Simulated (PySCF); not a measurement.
# C10H13N: the cost of one run

Computed with PySCF 2.14.0 and routines of our own; the level stands in each step. Atoms count from 0.

## 1. The system as given

24 atoms, charge 0, multiplicity 1; geometry from: GFN2-xTB.

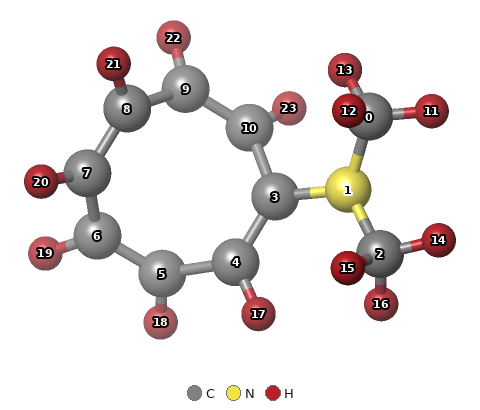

The starting geometry (carbon grey, nitrogen yellow, hydrogen red).

## 2. Relaxing the molecule at PBE0-D3(BJ)/def2-SVP

The job: settings as JSON, then the geometry in Å.

```
{"job": {"xc": "PBE0", "basis": "def2-SVP", "d3": "d3bj", "grid": 2, "kind": "geom"}, "charge": 0, "multiplicity": 1}
C     -2.263483    -1.116095     0.558999
N     -1.807146     0.063506    -0.141276
C     -2.499460     1.264179     0.258305
C     -0.454119     0.148341    -0.460217
C      0.221965     1.301647    -0.566915
C      1.603222     1.441120    -1.022281
C      2.677945     0.872114    -0.480557
C      2.681742    -0.036996     0.665225
C      2.009499    -1.179909     0.736745
C      1.201179    -1.720856    -0.359534
C      0.139471    -1.136428    -0.894533
H     -3.328921    -1.255577     0.367296
H     -2.112200    -1.032957     1.644114
H     -1.726313    -1.992972     0.205814
H     -3.556258     1.030223     0.382770
H     -2.121156     1.677651     1.202923
H     -2.405845     2.019327    -0.521090
H     -0.264474     2.246260    -0.365184
H      1.748815     2.171941    -1.812755
H      3.662376     1.136255    -0.851433
H      3.337396     0.253768     1.479140
H      2.115631    -1.823993     1.602347
H      1.523950    -2.689193    -0.728131
H     -0.395550    -1.621589    -1.703677
```

On the command line:

```sh
$ OMP_NUM_THREADS=1 python excited_run.py task.json out
```

One launch serves the whole session: the jobs run in the order shown.

Q: Estimate the wall time and peak memory of this first job on 1 thread of Arm Neoverse V1, shared host.

About 3.6 min, with a peak of 1 GiB.
